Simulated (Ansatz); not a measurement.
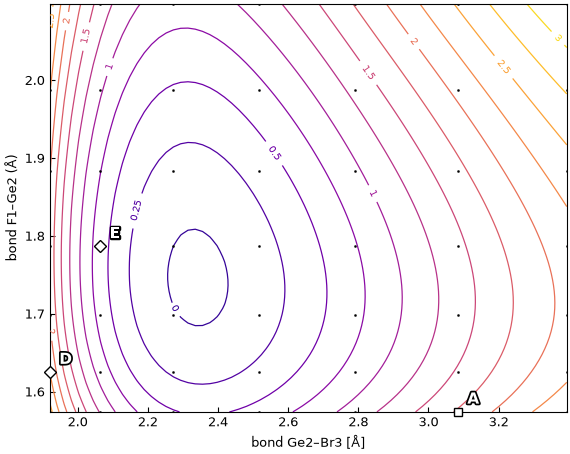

BrFGe, SMILES [F][Ge][Br]. Two internal coordinates are moved rigidly from the geometry relaxed at PBE0-D4/def2-TZVP, all others fixed. Coordinates scanned: (1) bond Ge2–Br3; (2) bond F1–Ge2. The grid has 7 × 7 points. Points are written as (first, second). Energies: eV, counted from the lowest grid point. The calculation used RHF-CCSD(T), frozen core/def2-TZVPP in Ansatz 0.2.0.

Drawn: contour lines labelled in eV, dots at the grid points, lettered points. Between grid points the surface is interpolated.

Q: Rank the lettered points by energy, lowest first.

A: E (0.63 eV), A (1.78 eV), D (2.26 eV).
